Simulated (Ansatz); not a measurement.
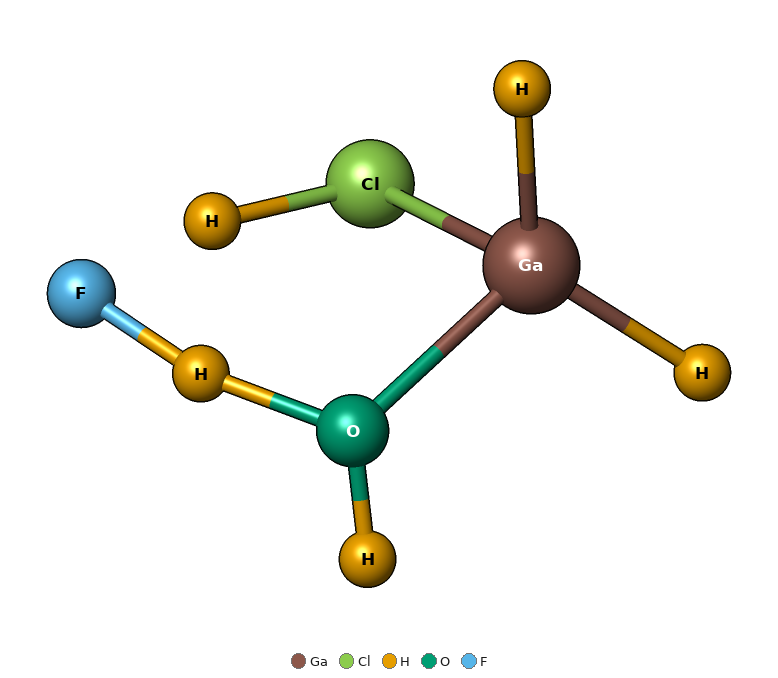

Harmonic vibrations computed with RKS PBE0-D4/def2-SVP (Ansatz 0.2.0) at a stationary point of the same level.

**How many imaginary frequencies does it have?**

A first-order saddle point: one imaginary frequency, 477i cm⁻¹.

**List the wavenumbers.**

21 modes: 477i, 59, 165, 315, 413, 458, 484, 520, 578, 652, 699, 743, 820, 843, 1083, 1377, 1599, 2008, 2038, 2321, 3911 cm⁻¹.
